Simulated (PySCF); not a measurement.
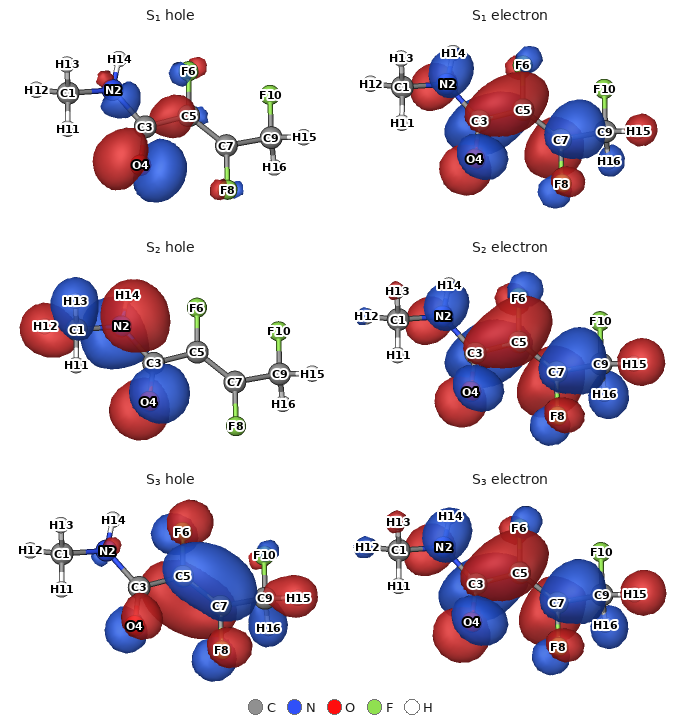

*C5H6F3NO, SMILES `CNC(=O)/C(F)=C(\F)CF`. Leading natural transition orbitals (full linear response singlet states).*

PySCF calculation, PBE0/def2-SVP, gas phase; geometry: GFN2-xTB. No frequency check shows the geometry to be a minimum. Without diffuse functions Rydberg states are missing, so the states' numbers hold for this basis only.

Geometry (Å), atoms numbered from 1:

```
C1      -3.5829    0.4098   -0.0155
N2      -2.1683    0.6808    0.0010
C3      -1.2509   -0.3076    0.0002
O4      -1.5169   -1.4891   -0.0131
C5       0.1603    0.2011    0.0180
F6       0.2876    1.5451    0.0404
C7       1.2626   -0.5539    0.0132
F8       1.1614   -1.8859   -0.0017
C9       2.7048   -0.1320    0.0257
F10      2.8667    1.2143   -0.0650
H11     -3.7105   -0.6715   -0.0257
H12     -4.0457    0.8385   -0.9060
H13     -4.0633    0.8241    0.8724
H14     -1.8730    1.6448    0.0114
H15      3.1783   -0.4639    0.9598
H16      3.2229   -0.5906   -0.8271
```

> Describe these excited states.

By state:
- S₁: 4.84 eV (256 nm), f = 0.000 (very weak); the leading pair carries 100 %; hole on O4 (69 %), C3 (10 %) and C5 (7 %), electron on C3 and C7 (21 % each), O4 (16 %) and C5 (15 %); their centroids lie 1.3 Å apart.
- S₂: 5.84 eV (212 nm), f = 0.112 (bright), charge transfer, whose energy this functional puts too low; the leading pair carries 98 %; hole on N2 (43 %), O4 (29 %) and C1 and C3 (8 % each), electron on C7 (28 %), C5 (22 %) and C3 (13 %); their centroids lie 2.4 Å apart.
- S₃: 6.26 eV (198 nm), f = 0.515 (bright); the leading pair carries 98 %; hole on C5 (29 %), C7 (25 %) and F6 (13 %), electron on C7 (21 %), C3 (20 %) and C5 (16 %); their centroids lie 0.8 Å apart.

The PySCF run took 23 min on 1 thread of AMD EPYC (Zen 3), on a shared host, peak memory 1.1 GiB.
